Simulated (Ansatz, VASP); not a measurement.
# Cross-check of ZnO (zincite) between VASP and Ansatz

One calculation is typed for both programs; each brings its own data sets and cutoff. How far apart do they land?

Calculated with Ansatz 0.2.0; plane waves, with VASP 6.6.1 beside it; band structure at r2SCANh and band structure at PBE-EpsX.

**1. Starting point**

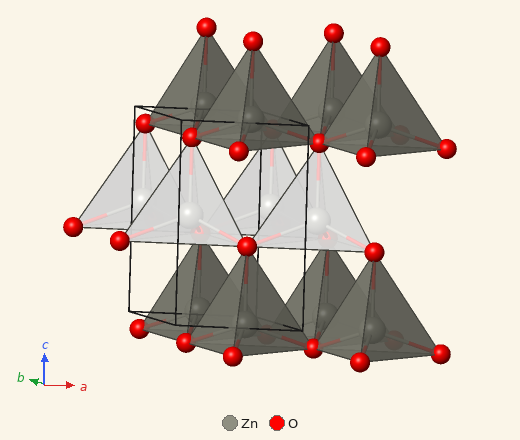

The cell as given, slightly off an axis (zinc grey, oxygen red). 2×2×1 cells are drawn. Some periodic images of atoms are drawn too.

Coordinates:

```xyz
4
Lattice="3.2493 0.0000 0.0000 -1.6247 2.8140 0.0000 0.0000 0.0000 5.2057" Properties=species:S:1:pos:R:3 pbc="T T T"
Zn    0.0000    1.8760    2.6029
Zn    1.6247    0.9380    0.0000
O     1.6247    0.9380    1.9730
O     0.0000    1.8760    4.5759
```

**2. VASP: band structure, r2SCANh**

The same path points are solved in both programs, so levels can be compared one by one.

Lines of VASP's logs that name or quote its potential files are left out, and so is its time.

Input file INCAR:

```
SYSTEM = ZnO
PREC = Accurate
ENCUT = 520
EDIFF = 1E-06
NELM = 100
ISMEAR = 0
SIGMA = 0.02
LREAL = .FALSE.
ALGO = Normal
LHFCALC = .TRUE.
AEXX = 0.1
METAGGA = R2SCAN
LASPH = .TRUE.
NBANDS = 24
PRECFOCK = Fast
HFRCUT = -1
LORBIT = 11
LWAVE = .FALSE.
LCHARG = .FALSE.
KPAR = 8
```

Input file POSCAR:

```
ZnO
1.0
    3.2493080000      0.0000000000      0.0000000000
   -1.6246540000      2.8139832727      0.0000000000
    0.0000000000      0.0000000000      5.2057090000
Zn O
2 2
Direct
    0.3333333333      0.6666666667      0.5000000000
    0.6666666667      0.3333333333      0.0000000000
    0.6666666667      0.3333333333      0.3790100000
    0.3333333333      0.6666666667      0.8790100000
```

Input file KPOINTS:

```
Automatic mesh
0
Gamma
5 5 3
0 0 0
```

Input file KPOINTS_OPT:

```
Line mode
6
Line-mode
Reciprocal
  0.00000000   0.00000000   0.00000000 GAMMA
  0.50000000   0.00000000   0.00000000 M

  0.50000000   0.00000000   0.00000000 M
  0.33333333   0.33333333   0.00000000 K

  0.33333333   0.33333333   0.00000000 K
  0.00000000   0.00000000   0.00000000 GAMMA

  0.00000000   0.00000000   0.00000000 GAMMA
  0.00000000   0.00000000   0.50000000 A

  0.00000000   0.00000000   0.50000000 A
  0.50000000   0.00000000   0.50000000 L

  0.50000000   0.00000000   0.50000000 L
  0.33333333   0.33333333   0.50000000 H

  0.33333333   0.33333333   0.50000000 H
  0.00000000   0.00000000   0.50000000 A

  0.50000000   0.00000000   0.50000000 L
  0.50000000   0.00000000   0.00000000 M

  0.33333333   0.33333333   0.00000000 K
  0.33333333   0.33333333   0.50000000 H
```

Potentials, in the order of the species: Zn and O (PBE family, release 64).

On the command line:

```sh
$ mpirun -np 8 vasp_std
```

Numbers of over 12 decimals in the logs are rounded to 6 here.

Log:

```text
[banner, memory and clock lines left out]
running    8 mpi-ranks, on    1 nodes
 distrk:  each k-point on    1 cores,    8 groups
 distr:  one band on    1 cores,    1 groups

 POSCAR found type information on POSCAR ZnO
 POSCAR found :  2 types and       4 ions
|                                                                             |
|           W    W    AA    RRRRR   N    N  II  N    N   GGGG   !!!           |
|           W    W   A  A   R    R  NN   N  II  NN   N  G    G  !!!           |
|           W    W  A    A  R    R  N N  N  II  N N  N  G       !!!           |
|           W WW W  AAAAAA  RRRRR   N  N N  II  N  N N  G  GGG   !            |
|           WW  WW  A    A  R   R   N   NN  II  N   NN  G    G                |
|           W    W  A    A  R    R  N    N  II  N    N   GGGG   !!!           |
|                                                                             |
|     For optimal performance we recommend to set                             |
|       NCORE = 2 up to number-of-cores-per-socket                            |
|     NCORE specifies how many cores store one orbital (NPAR=cpu/NCORE).      |
|     This setting can greatly improve the performance of VASP for DFT.       |
|     The default, NCORE=1 might be grossly inefficient on modern             |
|     multi-core architectures or massively parallel machines. Do your        |
|     Unfortunately you need to use the default for GW and RPA                |
|     calculations (for HF NCORE is supported but not extensively tested      |
|     yet).                                                                   |
|                                                                             |

|                                                                             |
|               ----> ADVICE to this user running VASP <----                  |
|                                                                             |
|     You enforced a specific xc type in the INCAR file but a different       |
|     [... a line on the potential file left out ...]
|     I HOPE YOU KNOW WHAT YOU ARE DOING!                                     |
|                                                                             |

 LDA part: xc-table for (None), standard interpolation
 found WAVECAR, reading the header
 POSCAR, INCAR and KPOINTS ok, starting setup
 FFT: planning ... GRIDC
 FFT: planning ... GRID_SOFT
 FFT: planning ... GRID
 HFRCUT set to (new)   9.481018
 reading WAVECAR
 the WAVECAR file was read successfully
 initial charge from wavefunction
 entering main loop
       N       E                     dE             d eps       ncg     rms          rms(c)
DAV:   1    -0.370443901218E+02   -0.37044E+02   -0.14484E+00   584   0.265E+01    0.264E+00
DAV:   2    -0.370021582331E+02    0.42232E-01   -0.45485E-01   560   0.134E+01    0.751E-01
DAV:   3    -0.370065837939E+02   -0.44256E-02   -0.25292E-02   656   0.227E+00    0.398E-01
DAV:   4    -0.370069498400E+02   -0.36605E-03   -0.16009E-03   544   0.356E-01    0.236E-01
DAV:   5    -0.370069719380E+02   -0.22098E-04   -0.87552E-05   544   0.109E-01    0.141E-01
DAV:   6    -0.370070058612E+02   -0.33923E-04   -0.46322E-05   528   0.668E-02    0.837E-02
DAV:   7    -0.370070316288E+02   -0.25768E-04   -0.11692E-05   512   0.362E-02    0.503E-02
DAV:   8    -0.370070468754E+02   -0.15247E-04   -0.42010E-06   496   0.214E-02    0.298E-02
DAV:   9    -0.370070559323E+02   -0.90569E-05   -0.13610E-06   352   0.133E-02    0.181E-02
DAV:  10    -0.370070608969E+02   -0.49646E-05   -0.90963E-07   272   0.109E-02    0.107E-02
DAV:  11    -0.370070641757E+02   -0.32788E-05   -0.23916E-07   264   0.792E-03    0.671E-03
DAV:  12    -0.370070657038E+02   -0.15281E-05   -0.30192E-07   264   0.731E-03    0.387E-03
DAV:  13    -0.370070669383E+02   -0.12345E-05   -0.90349E-08   264   0.481E-03    0.249E-03
DAV:  14    -0.370070674011E+02   -0.46278E-06   -0.70086E-08   264   0.396E-03
   1 F= -.37007067E+02 E0= -.37007067E+02  d E =-.451243E-33
 Start KPOINTS_OPT (optional k-point list driver)
k-point batch [1-10\54]
       N       E                     dE             ncg
DAV:   1     0.116548835112E+04   -0.83944E+04      488
DAV:   2    -0.173334534099E+04   -0.28988E+04      520
DAV:   3    -0.200972311017E+04   -0.27638E+03      536
DAV:   4    -0.201515377489E+04   -0.54307E+01      568
DAV:   5    -0.201519281262E+04   -0.39038E-01      640
DAV:   6    -0.201519311831E+04   -0.30569E-03      632
DAV:   7    -0.201519312179E+04   -0.34794E-05      608
DAV:   8    -0.201519312184E+04   -0.48472E-07      440
[...]
k-point batch [51-54\54]
       N       E                     dE             ncg
DAV:   1     0.877057445597E+04   -0.55637E+04      192
DAV:   2     0.762238622252E+04   -0.11482E+04      216
DAV:   3     0.751279970410E+04   -0.10959E+03      224
DAV:   4     0.751087387643E+04   -0.19258E+01      208
DAV:   5     0.751086155136E+04   -0.12325E-01      216
DAV:   6     0.751086146620E+04   -0.85160E-04      216
DAV:   7     0.751086146536E+04   -0.84575E-06      168
```

Parts of OUTCAR (step 2):

```text
ion  position               nearest neighbor table
   1  0.333  0.667  0.500-   4 1.97   3 1.98   3 1.98   3 1.98
   2  0.667  0.333  0.000-   3 1.97   4 1.98   4 1.98   4 1.98
   3  0.667  0.333  0.379-   2 1.97   1 1.98   1 1.98   1 1.98
   4  0.333  0.667  0.879-   1 1.97   2 1.98   2 1.98   2 1.98

  LATTYP: Found a hexagonal cell.
 ALAT       =     3.2493080000
 C/A-ratio  =     1.6020977390

 Subroutine GETGRP returns: Found 12 space group operations
 (whereof  6 operations were pure point group operations)

The static configuration has the point symmetry C_3v.
 The point group associated with its full space group is C_6v.

 Found     10 irreducible k-points:

   k-points           NKPTS =     10   k-points in BZ     NKDIM =     75   number of bands    NBANDS=     24

   dimension x,y,z NGX =    24 NGY =   24 NGZ =   40
   dimension x,y,z NGXF=    48 NGYF=   48 NGZF=   80

   ENCUT  =  520.0 eV  38.22 Ry    6.18 a.u.   6.04  6.04  9.68*2*pi/ulx,y,z

   NELECT =      36.0000    total number of electrons

 k-points in reciprocal lattice and weights: Automatic mesh
   0.00000000  0.00000000  0.00000000       0.013
   0.20000000 -0.00000000  0.00000000       0.080
   0.40000000 -0.00000000  0.00000000       0.080
   0.20000000  0.20000000  0.00000000       0.080
   0.40000000  0.20000000  0.00000000       0.080
   0.00000000  0.00000000  0.33333333       0.027
   0.20000000 -0.00000000  0.33333333       0.160
   0.40000000 -0.00000000  0.33333333       0.160
   0.20000000  0.20000000  0.33333333       0.160
   0.40000000  0.20000000  0.33333333       0.160

  exchange ACFDT corr.  =         0.00000000  see jH, gK, PRB 81, 115126

 average (electrostatic) potential at core
       1 -37.5141       2 -37.5141       3 -73.7207       4 -73.7207

 E-fermi :   0.3855

 k-point     1 :       0.0000    0.0000    0.0000
  band No.  band energies     occupation
    ...
     14      -0.6339      2.00000
     15      -0.6339      2.00000
     16       0.1523      2.00000
     17       0.2198      2.00000
     18       0.2198      2.00000
     19       2.3491      0.00000
     20       7.0710      0.00000
     21      10.1398      0.00000
     22      14.9236      0.00000
     23      14.9238      0.00000
    ...

 k-point     2 :       0.2000   -0.0000    0.0000
  band No.  band energies     occupation
    ...
     14      -1.8976      2.00000
     15      -1.1398      2.00000
     16      -1.1395      2.00000
     17      -0.1394      2.00000
     18      -0.0571      2.00000
     19       4.2165      0.00000
     20       8.4903      0.00000
     21      10.0225      0.00000
     22      12.2041      0.00000
     23      14.2590      0.00000
    ...

 k-point     3 :       0.4000   -0.0000    0.0000
  band No.  band energies     occupation
    ...
     14      -3.3849      2.00000
     15      -2.5476      2.00000
     16      -1.9973      2.00000
     17      -0.9069      2.00000
     18      -0.5521      2.00000
     19       6.7975      0.00000
     20       9.2256      0.00000
     21       9.3731      0.00000
     22      10.6080      0.00000
     23      12.9008      0.00000
    ...

  energy-cutoff  :      520.00
  volume of cell :       47.60
      direct lattice vectors                 reciprocal lattice vectors
     3.249308000  0.000000000  0.000000000     0.307757836  0.177684070  0.000000000
    -1.624654000  2.813983273  0.000000000     0.000000000  0.355368139  0.000000000
     0.000000000  0.000000000  5.205709000     0.000000000  0.000000000  0.192096792

 POSITION                                       TOTAL-FORCE (eV/Angst)
 -----------------------------------------------------------------------------------
     -0.00000      1.87599      2.60285         0.000000     -0.000000     -0.087317
      1.62465      0.93799      0.00000        -0.000000      0.000000     -0.087317
      1.62465      0.93799      1.97302         0.000000     -0.000000      0.087317
     -0.00000      1.87599      4.57587         0.000000      0.000000      0.087317
 -----------------------------------------------------------------------------------
    total drift:                                0.000001      0.000000     -0.072829

  FREE ENERGIE OF THE ION-ELECTRON SYSTEM (eV)
  ---------------------------------------------------
  free  energy   TOTEN  =       -37.0070674011 eV

  energy  without entropy=      -37.0070674011  energy(sigma->0) =      -37.00706740

 total charge
# of ion       s       p       d       tot
------------------------------------------
    1        0.425   0.479   9.933  10.837
    2        0.425   0.479   9.933  10.837
    3        1.552   3.498   0.000   5.050
    4        1.552   3.498   0.000   5.050
--------------------------------------------------
tot          3.955   7.954  19.865  31.774

[... 3 further parts left out ...]
```

[end of part 1 of 3]

[Lines on the potential files, build, host, timing and source positions are cut from VASP's logs without a mark.]

[Logs are printed without paths, hosts, clocks, repeated set-up lines and the standing remarks that a program may print on its own settings, such as how far it seeks lower states.]

[Hosts, paths, dates, database ids (printed as entryN), source tags and the programs' standing remarks are cut or masked in the printed files.]
